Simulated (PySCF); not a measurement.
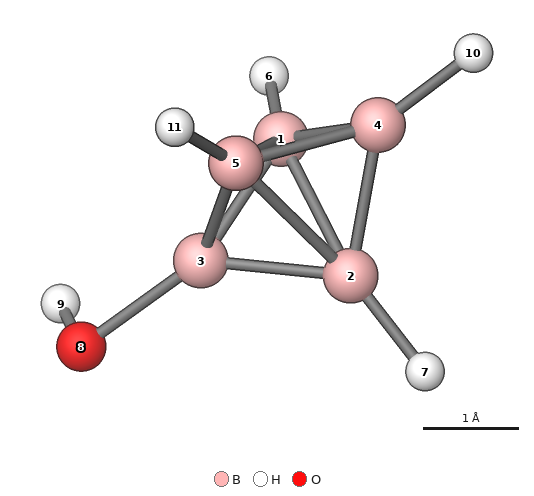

**Figure 1.** The input geometry (ball-and-stick view, seen at a tilt; atoms are numbered from 1 in the order of the input). Bond lengths as drawn: B–B 1.63 to 1.89 Å, B–H 1.28 to 1.31 Å, B–O 1.64 Å and H–O 0.96 Å.

**B₅H₅O (charge −2): single-point calculation**

- system: B₅H₅O, charge −2, multiplicity 3
- method: HF/ma-def2-SVP, UHF (PySCF 2.14.0)

The geometry is that of the parent species in another charge or spin state. The geometry comes from this level: GFN2-xTB.

**What the program printed**
```
WARN: HOMO 0.0227187963691926 >= LUMO -0.184975894342909

SCF not converged.
SCF energy = -200.790355006366 after 50 cycles  <S^2> = 2.0482103  2S+1 = 3.0319698
converged SCF energy = -200.79035504748  <S^2> = 2.0482103  2S+1 = 3.0319698
Final energy -200.79035504748015
```

This output came from the following input.

**Input file (run.py)**
```python
from pyscf import gto, scf

mol = gto.M(
    atom='''
B     -0.053780     0.457440     0.916980
B      0.484200    -1.079390    -0.013940
B      0.553400     0.435460    -0.605490
B     -0.934120    -0.907550     0.794000
B     -0.996420    -0.072400    -0.614490
H      0.122390     1.299640     1.886240
H      1.258000    -2.090750    -0.123660
O      1.552600     1.390800    -1.479830
H      1.705880     2.101830    -0.858550
H     -1.732190    -1.640550     1.534940
H     -1.959960     0.105470    -1.436190
''',
    verbose=3,
    spin=2,
    charge=-2,
    basis='ma-def2-svp',
    max_memory=1860,
)

calc0 = scf.UHF(mol)
calc0.conv_tol = 1e-10
calc0.kernel()
if not calc0.converged:
    calc0 = calc0.newton().run(calc0.mo_coeff, calc0.mo_occ)

energy = calc0.e_tot
print('Final energy', energy)
```

Launch command:
```bash
OMP_NUM_THREADS=1 python run.py
```

**Key numbers**

| quantity | value |
| --- | --- |
| outcome | converged |
| total energy | −200.790355 hartree |
| basis functions | 118 |
| ⟨S²⟩ | 2.048 |
| hardware | 1 thread of Arm Neoverse V1, 24 GiB of memory available, shared host |
| wall time | 21 s |
| peak memory | 0.3 GiB |

The record of the run, not the program, notes: dipole of an ion depends on the origin.
